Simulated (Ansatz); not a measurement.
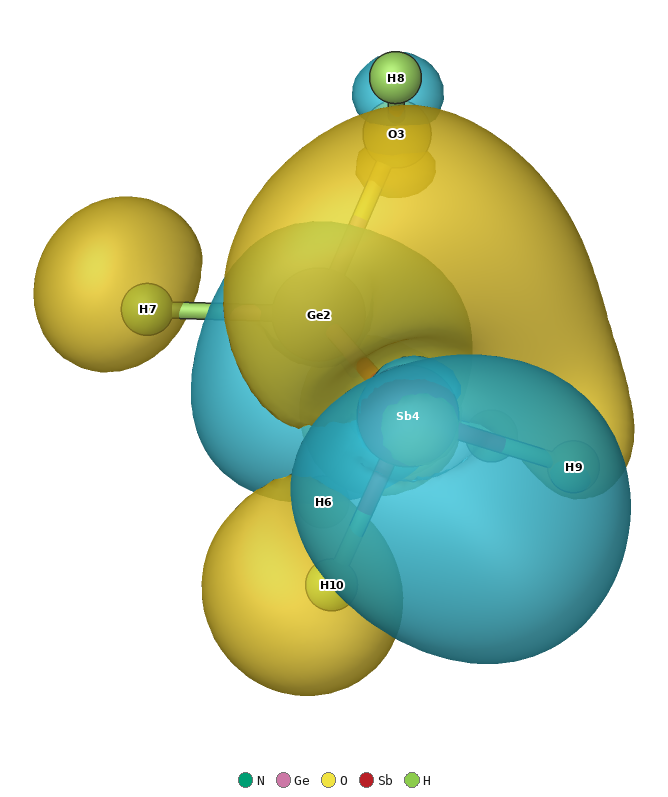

Figure 1: GeH6NOSb (SMILES [NH2][GeH]([OH])[SbH2]). The LUMO at ±0.08 Å⁻³ᐟ² (yellow and cyan are the two phases), seen at an oblique angle.

Geometry: PBE0-D4/def2-TZVP; core potentials replace the inner electrons of Sb.

Level of theory: RKS PBE0-D4/def2-TZVPP in Ansatz 0.2.0.

```yaml
atoms:
  - { symbol: N, position_ang: [-1.3952, -0.0474, -0.9773] }
  - { symbol: Ge, position_ang: [0.2493, -0.5607, -0.3754] }
  - { symbol: O, position_ang: [-0.1177, -2.0551, 0.5275] }
  - { symbol: Sb, position_ang: [1.5290, 1.0508, 1.2882] }
  - { symbol: H, position_ang: [-2.0120, 0.3199, -0.2663] }
  - { symbol: H, position_ang: [-1.3683, 0.5965, -1.7557] }
  - { symbol: H, position_ang: [1.1059, -0.8587, -1.6278] }
  - { symbol: H, position_ang: [0.6031, -2.3264, 1.0998] }
  - { symbol: H, position_ang: [0.0344, 1.5286, 1.9639] }
  - { symbol: H, position_ang: [1.4545, 2.3012, 0.1259] }
```

> What is the character of this orbital?

Its weight (Hirshfeld) is mainly on Sb4 (about 55 %), Ge2 (about 20 %) and H10 (about 5 %). Its energy is −0.59 eV.
